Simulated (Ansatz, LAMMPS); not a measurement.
## Amorphous 29Ga2O3-71GeO2 (mol %) (86 atoms): a single point

Wanted: forces, charges and levels of amorphous 29Ga2O3-71GeO2 (mol %) (86 atoms).

Main program and level: Ansatz 0.2.0; Kohn-Sham DFT, PBE, PAW (set soft_2), plane waves.

## (1) The starting structure

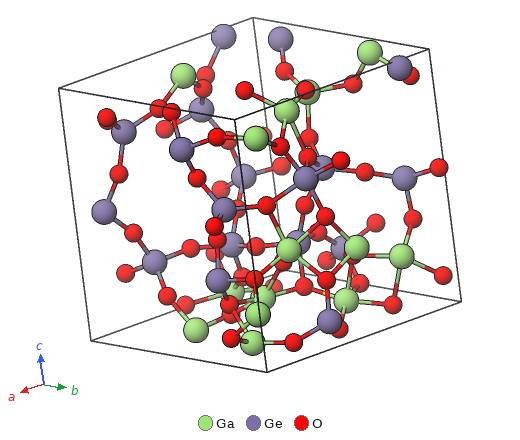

Start, viewed from a free direction; gallium green, germanium purple, oxygen red. Bonds to atoms that aren't drawn are left out. Some periodic images of atoms are drawn too.

The cell holds 86 atoms: 14 Ga, 17 Ge and 55 O. Cell: a = 10.944 Å, b = 10.944 Å, c = 10.944 Å, α = 90.0°, β = 90.0°, γ = 90.0°. 86 atoms (14 Fe, 17 Ge, 55 O) placed at random at 3.74 g/cm³, melted at 5000 K for 10 ps at fixed volume with the Morse and Coulomb pair potential with partial charges (Pedone, Malavasi, Menziani, Cormack and Segre, J. Phys. Chem. B 110, 11780 (2006)). Quenched from 5000 K to 300 K at 100 K/ps and fixed volume, held 5 ps, then minimised at fixed cell. Then Fe was replaced by Ga and the cell scaled by 1.006 (the potential has no terms for the new elements, so the cell is a start for a DFT relaxation).

Before any run, some limits are plain. The quench rate of 100 K/ps is orders of magnitude faster than experiment, which tends to freeze in extra defects. The starting topology of bonds comes from the classical model, and needn't be the one that DFT or experiment would give. Only the Γ point is sampled, in a cell whose shortest periodic width is 11 Å.

## (2) The classical run that made the cell

A classical potential supplies the starting structure, since it reaches far longer times than DFT.

This step: classical MD, Morse and Coulomb pair potential with partial charges (Pedone, Malavasi, Menziani, Cormack and Segre, J. Phys. Chem. B 110, 11780 (2006)) (LAMMPS 22 Jul 2025 - Update 4).

Contents of in.lmp:

```
# melt-quench of Fe14Ge17O55
units metal
atom_style charge
boundary p p p
region box block 0 10.8786 0 10.8786 0 10.8786
create_box 3 box
mass 1 55.8450   # Fe
mass 2 72.6300   # Ge
mass 3 15.9990   # O
create_atoms 1 random 14 207841 NULL overlap 1.5 maxtry 2000
create_atoms 2 random 17 207848 NULL overlap 1.5 maxtry 2000
create_atoms 3 random 55 207855 NULL overlap 1.5 maxtry 2000
pair_style hybrid/overlay pedone 5.5 coul/long 8.0
pair_coeff * * coul/long
pair_coeff 1 3 pedone 0.418981 1.620376 2.382183 2   # Fe-O
pair_coeff 2 3 pedone 0.158118 2.294230 2.261313 5   # Ge-O
pair_coeff 3 3 pedone 0.042395 1.379316 3.618701 22   # O-O
set type 1 charge 1.8
set type 2 charge 2.4
set type 3 charge -1.2
kspace_style pppm 1.0e-4
neigh_modify delay 0 every 1 check yes
thermo_style custom step time temp pe press density
thermo_modify norm yes
timestep 0.002
thermo 100
min_style cg
minimize 1e-4 1e-4 200 2000
reset_timestep 0
velocity all create 5000 207842 mom yes dist gaussian
fix lim all nve/limit 0.05
fix lan all langevin 5000 5000 0.2 207843 zero yes
thermo 500
run 1000 post no
# [... 10 lines left out ...]
thermo 1250
fix md all nvt temp 300 300 0.2
run 2500 post no
unfix md
thermo 100
min_style cg
minimize 0 1e-3 2000 20000
write_dump all custom glass.dump id type xs ys zs modify sort id
```

On the command line:

```console
lmp -in in.lmp -log none -nocite
```

Numbers of over 12 decimals in the logs are rounded to 6 here.

Output:

```text
LAMMPS (22 Jul 2025 - Update 4)
Created orthogonal box = (0 0 0) to (10.8786 10.8786 10.8786)
Created 14 atoms
Created 17 atoms
Created 55 atoms
PPPM initialization ...
  G vector (1/distance) = 0.38261525
  grid = 12 12 12
  estimated relative force accuracy = 5.7035296e-05
   Step          Time           Temp          PotEng         Press         Density
         0   0              0             -2.3829537      529533.19      3.7359523
        87   0.174          0             -14.958921     -38683.036      3.7359523
Loop time of 0.0465073 s on 1 MPI rank(s) for 87 steps with 86 atoms
Minimization stats:
  Stopping criterion = energy tolerance
[... 36 lines left out ...]
     31250   62.5           308.52347     -15.076668     -24779.428      3.7359523
     32000   64             330.77481     -15.069705     -31778.492      3.7359523
Loop time of 0.761347 s on 1 MPI rank(s) for 2500 steps with 86 atoms
   Step          Time           Temp          PotEng         Press         Density
     32000   64             330.77481     -15.069705     -31778.492      3.7359523
     32014   64.028         330.77481     -15.11143      -35395.03       3.7359523
Loop time of 0.0233443 s on 1 MPI rank(s) for 14 steps with 86 atoms
Minimization stats:
  Stopping criterion = linesearch alpha is zero
  Energy initial, next-to-last, final =
     -15.0697049955704  -15.1114299801083  -15.1114299801083
  Force two-norm initial, final = 11.625661 0.64108755
  Iterations, force evaluations = 14 63
```

The job ended after 11 s (1 thread of Arm Neoverse V2, shared host; peak memory 0.072 GiB).

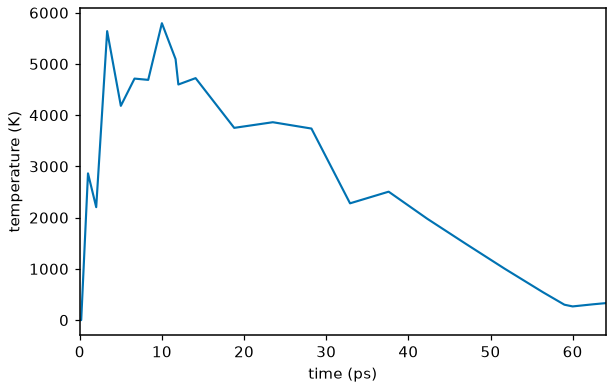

Temperature, plotted against time.

## (3) Plane-wave single point

The electrons are solved once, with the atoms held.

Contents of input.yaml:

```yaml
crystal:
  lattice:
    - [10.94387, 0.0, 0.0]
    - [0.0, 10.94387, 0.0]
    - [0.0, 0.0, 10.94387]
  atoms:
    - { symbol: Ga, position: [0.08249, 0.75111, 0.97763] }
    - { symbol: Ga, position: [0.80927, 0.3933, 0.03783] }
    - { symbol: Ga, position: [0.9255, 0.9024, 0.19581] }
    - { symbol: Ga, position: [0.24964, 0.55693, 0.84363] }
    - { symbol: Ga, position: [0.38336, 0.12706, 0.03877] }
    - { symbol: Ga, position: [0.20319, 0.92734, 0.22745] }
    - { symbol: Ga, position: [0.5902, 0.54837, 0.12408] }
    - { symbol: Ga, position: [0.8177, 0.89494, 0.86096] }
    - { symbol: Ga, position: [0.52237, 0.74488, 0.86851] }
    - { symbol: Ga, position: [0.34782, 0.74288, 0.07003] }
    - { symbol: Ga, position: [0.42489, 0.93433, 0.3246] }
    - { symbol: Ga, position: [0.7925, 0.69346, 0.02033] }
    - { symbol: Ga, position: [0.64974, 0.80404, 0.36128] }
    - { symbol: Ga, position: [0.59086, 0.25105, 0.966] }
    - { symbol: Ge, position: [0.93362, 0.59187, 0.81224] }
    - { symbol: Ge, position: [0.1313, 0.30048, 0.98815] }
    - { symbol: Ge, position: [0.79169, 0.18215, 0.27558] }
    - { symbol: Ge, position: [0.49315, 0.28981, 0.27485] }
    - { symbol: Ge, position: [0.38695, 0.08999, 0.7544] }
    - { symbol: Ge, position: [0.15475, 0.99853, 0.96787] }
    - { symbol: Ge, position: [0.61104, 0.94168, 0.08573] }
    - { symbol: Ge, position: [0.86234, 0.62262, 0.27721] }
    - { symbol: Ge, position: [0.82621, 0.66637, 0.55327] }
    - { symbol: Ge, position: [0.57359, 0.86591, 0.63134] }
    - { symbol: Ge, position: [0.8773, 0.20205, 0.81744] }
    - { symbol: Ge, position: [0.98457, 0.15432, 0.52509] }
    - { symbol: Ge, position: [0.33563, 0.68879, 0.58444] }
    - { symbol: Ge, position: [0.4207, 0.59204, 0.30112] }
    - { symbol: Ge, position: [0.27762, 0.15693, 0.46827] }
    - { symbol: Ge, position: [0.14449, 0.52477, 0.19347] }
    - { symbol: Ge, position: [0.07679, 0.85218, 0.49138] }
    - { symbol: O, position: [0.8903, 0.50888, 0.93782] }
    - { symbol: O, position: [0.21388, 0.78907, 0.54651] }
    - { symbol: O, position: [0.00879, 0.57202, 0.26035] }
    - { symbol: O, position: [0.82627, 0.05591, 0.83074] }
    - { symbol: O, position: [0.95812, 0.75411, 0.53518] }
    - { symbol: O, position: [0.86149, 0.5747, 0.6767] }
    - { symbol: O, position: [0.20148, 0.15685, 0.00667] }
    - { symbol: O, position: [0.02297, 0.99682, 0.53676] }
    - { symbol: O, position: [0.33247, 0.79668, 0.25123] }
    - { symbol: O, position: [0.08337, 0.63208, 0.8395] }
    - { symbol: O, position: [0.52849, 0.89874, 0.47189] }
    - { symbol: O, position: [0.7782, 0.57024, 0.15336] }
    - { symbol: O, position: [0.75521, 0.27919, 0.88565] }
    - { symbol: O, position: [0.74223, 0.87228, 0.03013] }
    - { symbol: O, position: [0.26638, 0.53241, 0.2907] }
    - { symbol: O, position: [0.06836, 0.99452, 0.12187] }
    - { symbol: O, position: [0.93384, 0.20848, 0.66734] }
    - { symbol: O, position: [0.21357, 0.39698, 0.89662] }
    - { symbol: O, position: [0.65553, 0.83873, 0.77695] }
    - { symbol: O, position: [0.44801, 0.18745, 0.86789] }
    - { symbol: O, position: [0.36065, 0.67904, 0.89853] }
    - { symbol: O, position: [0.06969, 0.86282, 0.32989] }
    - { symbol: O, position: [0.281, 0.01487, 0.85115] }
    - { symbol: O, position: [0.94866, 0.75648, 0.08955] }
    - { symbol: O, position: [0.83916, 0.28733, 0.16772] }
    - { symbol: O, position: [0.03811, 0.91668, 0.89466] }
    - { symbol: O, position: [0.50239, 0.99822, 0.69832] }
    - { symbol: O, position: [0.32019, 0.14389, 0.62139] }
    - { symbol: O, position: [0.63476, 0.21721, 0.2912] }
    - { symbol: O, position: [0.86888, 0.72956, 0.86039] }
    - { symbol: O, position: [0.57567, 0.67374, 0.27725] }
    - { symbol: O, position: [0.70384, 0.77144, 0.54896] }
    - { symbol: O, position: [0.1175, 0.38636, 0.11928] }
    - { symbol: O, position: [0.21998, 0.86059, 0.03175] }
    - { symbol: O, position: [0.58196, 0.92047, 0.23811] }
    - { symbol: O, position: [0.6308, 0.39686, 0.05081] }
    - { symbol: O, position: [0.28398, 0.57309, 0.67385] }
    - { symbol: O, position: [0.50641, 0.44629, 0.2909] }
    - { symbol: O, position: [0.35211, 0.02086, 0.16917] }
    - { symbol: O, position: [0.45821, 0.75644, 0.66989] }
    - { symbol: O, position: [0.40952, 0.64623, 0.45225] }
    - { symbol: O, position: [0.99633, 0.25316, 0.91445] }
    - { symbol: O, position: [0.81792, 0.03632, 0.22088] }
    - { symbol: O, position: [0.12673, 0.20526, 0.4729] }
    - { symbol: O, position: [0.17269, 0.62812, 0.07481] }
    - { symbol: O, position: [0.49619, 0.85597, 0.01303] }
    - { symbol: O, position: [0.42518, 0.59983, 0.12876] }
    - { symbol: O, position: [0.81502, 0.77804, 0.28913] }
    - { symbol: O, position: [0.80937, 0.5845, 0.42027] }
    - { symbol: O, position: [0.27583, 0.01143, 0.39692] }
    - { symbol: O, position: [0.87371, 0.17834, 0.41362] }
    - { symbol: O, position: [0.58736, 0.08782, 0.03728] }
    - { symbol: O, position: [0.38978, 0.22714, 0.37994] }
    - { symbol: O, position: [0.43661, 0.26314, 0.12857] }
    - { symbol: O, position: [0.63233, 0.64536, 0.96859] }
kpoints:
  mp_grid: { grid: [1, 1, 1] }
hamiltonian:
  xc: pbe
scf:
  occupations: { method: fixed }
output:
  forces: true
  stress: true
  populations: true
  dos:
    method: { smearing: { sigma: 0.08 } }
    de: 0.1
    projected: { site_lists: { Ga: [Ga], Ge: [Ge], O: [O] } }
  eigenvalues: true
  write_density: true
  write_potential: true
  volumetric_format: npy
```

On the command line:

```console
ansatz run input.yaml --threads 8 --pin off --max-ram 15872MiB --backend cpu --events-out ev --progress --plain --runs-dir out
```

Output:

```text
Engine: ansatz 0.2.0, aarch64-unknown-linux-gnu
Pseudopotentials: kind: paw
Pseudopotential: Ga, paw, valence charge 13, recommended cutoff 420 eV (normal), Ga.paw.azcp
Pseudopotential: Ge, paw, valence charge 14, recommended cutoff 420 eV (normal), Ge.paw.azcp
Pseudopotential: O, paw, valence charge 6, recommended cutoff 420 eV (normal), O.paw.azcp
[... 5 lines on functional and potentials left out ...]
Crystal: 86 atoms, lattice volume = 1310.729 Å³
Basis set: ecut = 420 eV, 25677 PW (Γ), exchange–correlation on 150×150×150 points (8 copies of the dense FFT grid, shifted against one another)
Bands: 461, of which v1, the nominal top of the filled ones, is band 375 counted from 1 (374 counted from 0)
Symmetry: 1 space group operations
Space group: P1 (ITA 1), of the structure as read, at distance tolerance 1.1e-4 Å
k-points: 1
[... 7 lines on functional and potentials left out ...]
Initial density: superposition of atomic densities (neutral atoms: chi_scale 0, normalization atom), corrected by the library's trained network
Initial wavefunctions: pseudopotential atomic-orbital guess
Functional: x = pbe(κ = 0.804, μ = 0.219515), c = pbe(β = 0.066725)
SCF iter   1: F=—  HF=-157176.102480 eV  |F-HF|=—  |Δ(HF+E_count)|=         —  Δρ=2.82e-3  dr2=9.63e-2  ethr=1.77e-3  ⟨swp⟩=5.0  Hψ=1547  notcnv=0  defer=84
preconditioner: auto → Resta (q_TF=auto, 2.486 Å⁻¹)  ε∞=3.2  [insulator: Δε(μ)=1.319 eV  Ē_g=19.113 eV  n_scr=340 (ndim 8)  ℏωp=28.1 eV  f_vac=0.267  ε∞_Penn≈3.2  vacuum switching on, ρ_ref=2.6e-2 e/Å³]
SCF iter   2: F=—  HF=-157176.101820 eV  |F-HF|=—  |Δ(HF+E_count)|=   6.60e-4  Δρ=1.56e-3  dr2=1.84e-2  ethr=1.28e-5  ⟨swp⟩=2.0  Hψ=823  notcnv=0  defer=84
SCF iter   3: F=—  HF=-157176.103418 eV  |F-HF|=—  |Δ(HF+E_count)|=   1.60e-3  Δρ=6.67e-4  dr2=4.74e-3  ethr=2.45e-6  ⟨swp⟩=2.0  Hψ=644  notcnv=0  defer=84
SCF iter   4: F=—  HF=-157176.104219 eV  |F-HF|=—  |Δ(HF+E_count)|=   8.01e-4  Δρ=1.94e-4  dr2=3.98e-4  ethr=6.33e-7  ⟨swp⟩=2.0  Hψ=644  notcnv=0  defer=84
SCF iter   5: F=—  HF=-157176.104282 eV  |F-HF|=—  |Δ(HF+E_count)|=   6.31e-5  Δρ=9.61e-5  dr2=1.03e-4  ethr=5.31e-8  ⟨swp⟩=2.0  Hψ=665  notcnv=0  defer=79
SCF iter   6: F=—  HF=-157176.104289 eV  |F-HF|=—  |Δ(HF+E_count)|=   7.09e-6  Δρ=2.49e-5  dr2=6.72e-6  ethr=1.38e-8  ⟨swp⟩=2.0  Hψ=642  notcnv=0  defer=79
SCF iter   7: F=—  HF=-157176.102223 eV  |F-HF|=—  |Δ(HF+E_count)|=   2.07e-3  Δρ=1.25e-5  dr2=1.64e-6  ethr=8.96e-10  ⟨swp⟩=2.0  Hψ=836  notcnv=0  defer=79
SCF iter   8: F=—  HF=-157176.102224 eV  |F-HF|=—  |Δ(HF+E_count)|=   3.03e-7  Δρ=3.96e-6  dr2=1.56e-7  ethr=2.19e-10  ⟨swp⟩=2.0  Hψ=636  notcnv=0  defer=79
SCF iter   9: F=-157176.102224 eV  HF=-157176.102224 eV  |F-HF|=6.14e-9  |Δ(HF+E_count)|=   7.22e-8  Δρ=1.81e-6  dr2=3.53e-8  ethr=1.33e-11  ⟨swp⟩=16.0  Hψ=3611  notcnv=0
SCF 1 converged in 9 iterations: F = -157176.102224 eV  dr2 = 3.53e-8
  greatest PAW one-centre occupation: 0.999 electrons in one spin orbital (limit 2), on the Ge atom at site 27 (counted from 0), in its partial waves of l = 2
WARN: The output density's exchange-correlation potential varies sharply where the density is thin. Do not read a vacuum level from v_tot or v_xc, or from such a field of the output density. On a cell that repeats whose density bears no net charge and no dipole along the vacuum's axis use v_es (v_loc + v_h of the components); [...]
SCF converged after 9 iterations
Free energy (F): -157176.102224 eV
Harris-Foulkes:  -157176.102224 eV  (|F-HF|=6.14e-9)
Internal energy: -157176.102224 eV  (E = F + TS)
E sigma→0 (E₀):  -157176.102224 eV
Fermi energy:    3.823284 eV
--- Per-component energies (eV) ---
  E_band       = -6232.455165
  E_kinetic    = 13128.866801
  E_local      = -131833.911453  (includes V_loc(G=0)·N_el)
  E_nonlocal   = 15957.055137
  E_hartree    = 58496.684731
  E_xc         = -6226.920337
  E_vxc        = -6990.981733  (∫ρ·V_xc dr)
  E_paw        = -71147.946392  (= ΣΔE_a)
  E_vpaw       = -13486.987405  (= ΣTr[D̂ρ^β])
  E_aug_tail   = 0.139498  (compensation charges beyond the density's cutoff)
  E_ewald      = -35550.070209
  E_smearing   = -0.000000  (= −TS)
  E_closure    = 0.000000  (closes the sum)
  Σ components = -157176.102224   (vs F -157176.102224, Δ=0.00e0)
--- Forces (eV/Å), atoms counted from 1 ---
  atom   1  Ga    -0.27602574     0.68875750     0.72328290
  atom   2  Ga    -0.47368403    -0.93832113     0.01080839
  atom   3  Ga     0.59683324     0.44754095     0.14760962
  atom   4  Ga    -0.03227804    -0.42188764    -0.68487497
  atom   5  Ga     0.05925320    -0.31765305     0.89053878
  atom   6  Ga    -0.31624493     0.37642635    -0.24452113
  atom   7  Ga    -0.36891393     1.00289260    -0.38487243
  atom   8  Ga    -0.31013823     0.74690731    -0.02940148
  atom   9  Ga     0.47071858     0.35299873     0.74041958
  atom  10  Ga     0.29004802     0.34096830     0.31138266
  atom  11  Ga    -0.59072623     0.20264975    -0.62890782
  atom  12  Ga    -0.02360729     0.31913091    -0.15174282
  atom  13  Ga    -0.19502607    -0.46729718    -0.02379691
  atom  14  Ga     0.38427041    -0.70157911     0.03986331
[...]
atom  85  O     -0.24994591     0.13945134    -1.85590400
  atom  86  O      0.30117189    -0.45985435     0.37200073
  max |Σ_I F_I| component: 1.23e-4 eV/Å
--- Stress (GPa, compression-positive) ---
       -1.528438      -0.261492      -0.013119
       -0.261492       0.786273      -0.170385
       -0.013119      -0.170385      -1.462212
  P = ⅓ Tr σ = -0.7348 GPa (-7.348 kbar)
--- Band table (eV) ---
  k-point 0: bands = ["-21.3551", "-21.1990", "-21.1662", "-21.0652", [... 445 levels ...], "12.9121", "12.9922", "13.0548", "13.0810", "13.1379", "13.1678", "13.2299", "13.2506", "13.4056", "13.4444", "13.4625", "13.5350"]
--- Löwdin populations: 86 sites ---
  site symbol       q [e]
     0     Ga     11.9624
     1     Ga     11.9252
     2     Ga     11.9622
[...]
85      O      6.6655
  spilling = 0.004365 (of n_electrons = 750.000000)
```

Run time: 13 s. Hardware: 8 threads of Arm Neoverse V2, shared host; peak memory 2 GiB; 98 s of CPU time.

In the SCF lines HF is the Harris–Foulkes energy and dr2 the Hartree energy of the density residual, in eV; the loop may stop once dr2 is under the threshold and the program's other checks hold. Hψ counts applications of the Hamiltonian.

The program notes that the exchange-correlation potential is rough where the density is thin.

Read from the output:

| Property | Result |
| --- | --- |
| free energy | -157176.1022 eV |
| free energy per atom | -1827.6291 eV/atom |
| SCF cycles | 9 |
| pressure | -0.7348 GPa |
| r.m.s. force component | 0.8249 eV/Å |
| longest force | 2.68 eV/Å |
| Fermi energy | 3.823 eV |
| gap (highest filled to lowest empty level) | 1.224 eV |
| spilling of the projection | 0.004365 |

Neighbours are counted within 2.23 Å (O-Ge), 2.50 Å (O-Ga).

Length of the force by element and coordination:

| element | coordination | atoms | mean length of the force (eV/Å) | spread | least | most |
| --- | --- | --- | --- | --- | --- | --- |
| Ga | all | 14 | 0.795 | 0.223 | 0.354 | 1.14 |
| Ga | 4 | 1 | 0.805 | 0 | 0.805 | 0.805 |
| Ga | 5 | 9 | 0.861 | 0.158 | 0.507 | 1.05 |
| Ga | 6 | 4 | 0.646 | 0.293 | 0.354 | 1.14 |
| Ge | all | 17 | 1.02 | 0.469 | 0.176 | 2.14 |
| Ge | 4 | 14 | 1.07 | 0.496 | 0.176 | 2.14 |
| Ge | 5 | 3 | 0.774 | 0.149 | 0.588 | 0.954 |
| O | all | 55 | 1.47 | 0.680 | 0.386 | 2.68 |
| O | 2 | 23 | 1.34 | 0.640 | 0.441 | 2.46 |
| O | 3 | 30 | 1.53 | 0.697 | 0.386 | 2.68 |
| O | 4 | 2 | 2.13 | 0.235 | 1.90 | 2.37 |

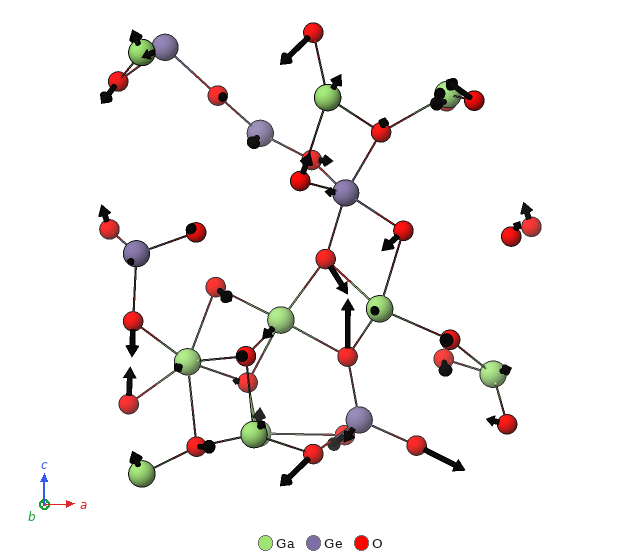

Forces as arrows; the longest in the cell is 2.68 eV/Å. Drawn is a slice 5 Å thick, seen along the normal of the ac plane. Bonds to atoms that aren't drawn are left out.

Löwdin charges by element and coordination (they lack the spilled electrons, 0.038 e an atom on average):

| element | coordination | atoms | mean charge (e) | spread | least | most |
| --- | --- | --- | --- | --- | --- | --- |
| Ga | all | 14 | 1.05 | 0.0311 | 1.01 | 1.11 |
| Ga | 4 | 1 | 1.10 | 0 | 1.10 | 1.10 |
| Ga | 5 | 9 | 1.06 | 0.0278 | 1.02 | 1.11 |
| Ga | 6 | 4 | 1.02 | 0.0115 | 1.01 | 1.04 |
| Ge | all | 17 | 1.62 | 0.0313 | 1.55 | 1.66 |
| Ge | 4 | 14 | 1.63 | 0.0121 | 1.62 | 1.66 |
| Ge | 5 | 3 | 1.56 | 0.0101 | 1.55 | 1.57 |
| O | all | 55 | -0.709 | 0.0398 | -0.787 | -0.640 |
| O | 2 | 23 | -0.749 | 0.0167 | -0.787 | -0.720 |
| O | 3 | 30 | -0.682 | 0.0217 | -0.723 | -0.640 |
| O | 4 | 2 | -0.652 | 0.0054 | -0.657 | -0.647 |

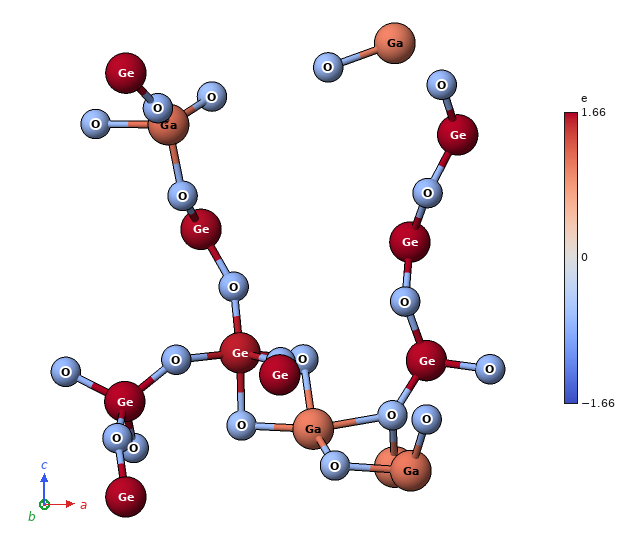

Atoms coloured by Löwdin charge. Drawn is a slice 5 Å thick, seen along the normal of the ac plane.

Density of states as counts of states in windows of 1 eV (from the Fermi level), total and the larger projections:

| from (eV) | to (eV) | total | O p | Ge p | Ga s | Ge s |
| --- | --- | --- | --- | --- | --- | --- |
| -10 | -9 | 7.4 | 4.1 | 0.2 | 0.1 | 2.2 |
| -9 | -8 | 12.7 | 7.2 | 0.5 | 0.6 | 3.0 |
| -8 | -7 | 12.0 | 7.3 | 0.8 | 1.1 | 1.6 |
| -7 | -6 | 19.3 | 12.4 | 1.7 | 3.1 | 0.6 |
| -6 | -5 | 31.6 | 22.5 | 4.6 | 1.7 | 0.3 |
| -5 | -4 | 29.2 | 22.0 | 2.9 | 0.8 | 0.2 |
| -4 | -3 | 38.5 | 31.0 | 2.1 | 0.5 | 0.2 |
| -3 | -2 | 56.0 | 49.6 | 1.9 | 0.3 | 0.1 |
| -2 | -1 | 75.8 | 71.7 | 1.0 | 0.2 | 0.1 |
| -1 | 0 | 45.3 | 43.7 | 0.3 | 0.1 | 0.1 |
| 0 | 1 | 1.4 | 1.3 | 0.0 | 0.0 | 0.0 |
| 1 | 2 | 2.0 | 0.2 | 0.0 | 0.6 | 0.6 |
| 2 | 3 | 2.2 | 0.5 | 0.2 | 0.5 | 0.5 |
| 3 | 4 | 13.2 | 3.2 | 1.2 | 3.0 | 2.7 |
| 4 | 5 | 16.1 | 4.1 | 1.5 | 4.2 | 2.6 |

The curve was stored every 0.100 eV, coarse against its broadening of 0.08 eV, so these counts are rough.

With fixed occupations the program's Fermi level is the highest filled level; weight inside the gap is the broadening of levels at its edges.

Between -26 and -10 eV lie 421 more states.

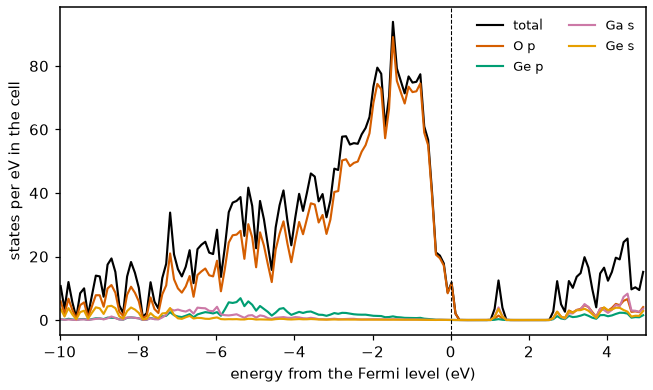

Total and projected density of states, with the broadening of the input.

The levels nearest the highest filled one (over half full), pooled over k-points and spins:

| level less the highest filled one (eV) | occupation |
| --- | --- |
| -0.515 | 2 |
| -0.469 | 2 |
| -0.386 | 2 |
| -0.262 | 2 |
| -0.192 | 2 |
| 0 | 2 |
| 1.22 | 0 |
| 2.73 | 0 |
| 3.04 | 0 |
| 3.21 | 0 |
| 3.36 | 0 |
| 3.45 | 0 |

(Continued in part 2 of 2.)

[Logs are printed without paths, hosts, clocks, repeated set-up lines and the standing remarks that a program may print on its own settings, such as how far it seeks lower states.]

[Hosts, paths, dates, database ids (printed as entryN), source tags and the programs' standing remarks are cut or masked in the printed files.]
